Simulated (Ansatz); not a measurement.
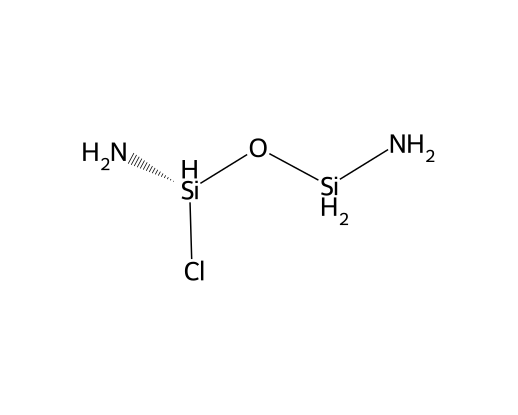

The geometry was computed by an optimisation with PBE0-D4/def2-TZVP. No frequency run is at hand to confirm it as a minimum. Method: RKS ωB97M-V/def2-TZVPP (Ansatz 0.2.0).

Predict the main results.

The species is ClH₇N₂OSi₂ (`N[SiH2]O[Si@@H](N)Cl`).
- dipole moment: 2.92 D
- HOMO energy (Kohn–Sham orbital): −10.15 eV
- LUMO energy (Kohn–Sham orbital): 1.92 eV
- HOMO–LUMO gap: 12.07 eV
